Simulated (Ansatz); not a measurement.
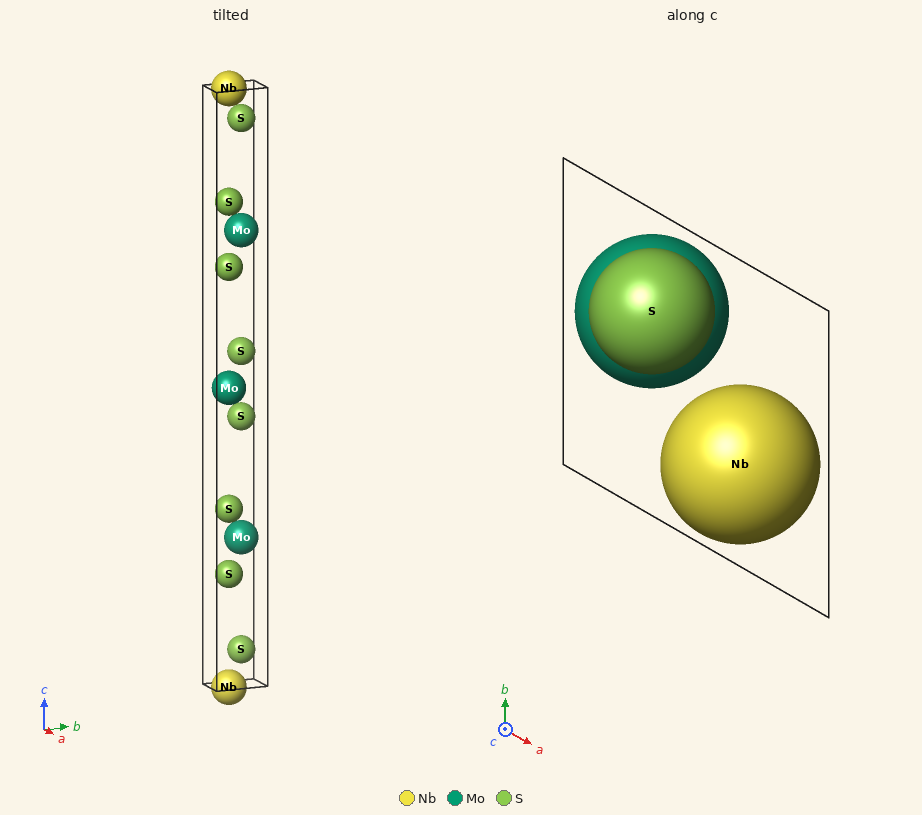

The crystal in a spheres-only representation, seen slightly off an axis and along the c axis. The conventional unit cell is drawn as a box.

NbMo₃S₈, space group P-6m2 (No. 187), a = 3.226 Å, b = 3.226 Å, c = 28.435 Å, α = 90.00°, β = 90.00°, γ = 120.00°. Origin of the cell: a structure type filled with these elements by a generator (whether the compound takes this form wasn't checked). Earlier steps of the study may have refined or changed the cell and positions. It was run through Ansatz as a DFT input.

This one geometry was computed with Ansatz (DFT, plane waves, PAW) at three levels of theory: r2SCAN, PBE and LDA.

Which level gives the highest pressure at this volume, and what does that say about its equilibrium volume?

Answer. Highest: PBE (0.0 GPa), which points to the largest equilibrium volume. Lowest, with the smallest volume: LDA (-6.0 GPa). Levels within 0.5 GPa of each other can't be told apart.

How does the band gap change with the level of theory?

Answer. All levels give a metal.

Collect the results in a table.

Answer.
| level | cutoff (eV) | k-mesh of the run's cell | gap (eV) | pressure (GPa) |
| --- | --- | --- | --- | --- |
| r2SCAN | 500 | 12×12×2 | metal | -1.0 |
| PBE | 420 | 12×12×2 | metal | 0.0 |
| LDA | 420 | 12×12×2 | metal | -6.0 |

Gaps are taken on the k-mesh or band path of each run.
